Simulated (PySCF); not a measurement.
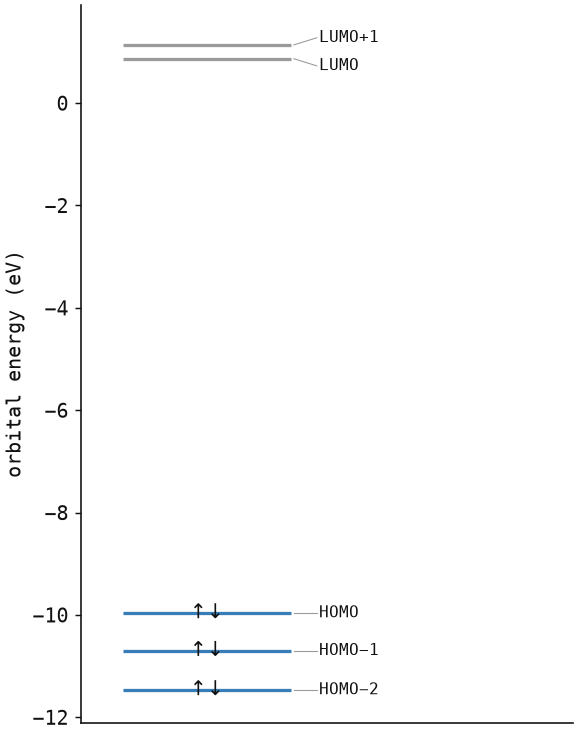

Kohn-Sham orbital energies near the frontier, ωB97X-D/def2-SVPD with PySCF 2.14.0, at a PBE0-D3(BJ)/def2-SVP geometry (no frequency check), isolated molecule; empty levels in grey, levels within 0.03 eV side by side.

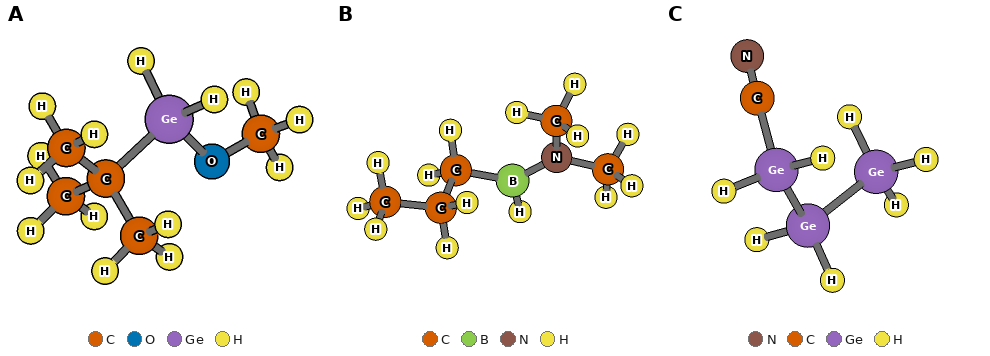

Question: Which molecule has this level scheme? Choose among the lettered structures.

Answer: Structure C, CH₇Ge₃N, SMILES N#[C][GeH2][GeH2][GeH3], singlet. HOMO −9.96 eV, LUMO 0.87 eV, separation 10.83 eV.

Known limits of this run: one conformer of a flexible molecule; empty levels above zero depend strongly on the basis.
